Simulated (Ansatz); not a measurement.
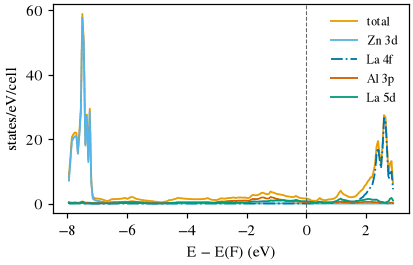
Figure. Total and projected density of states of LaAl2Zn2 in space group I4/mmm (No. 139; Al on 4d, La on 2a, Zn on 4e), DFT-r²SCAN in the program Ansatz with PAW potentials

Problem. Which orbitals carry the states next to the Fermi level?

Solution. Within 0.5 eV of the Fermi level: La 5d 43 %, Al 3p 30 %, outside the projected shells 10 %. Projections are on Löwdin-orthogonalised atomic valence shells; empty p or d shells of many metals are not among them.

Problem. Where is the tallest occupied peak in this window, and what makes it?

Solution. Near -7.5 eV, about 59 states/eV per cell; the largest projected share is Zn 3d.

The workflow started from an entry of the Crystallography Open Database (COD). Whether it is the stable phase at ambient conditions was not checked. The cell was relaxed with r²SCAN under the symmetry of its start; whether a distortion lowers the energy is not shown. Scalar-relativistic: spin–orbit coupling is off unless named, which matters more the heavier the elements.

Potentials: the later of the program's two PAW sets.
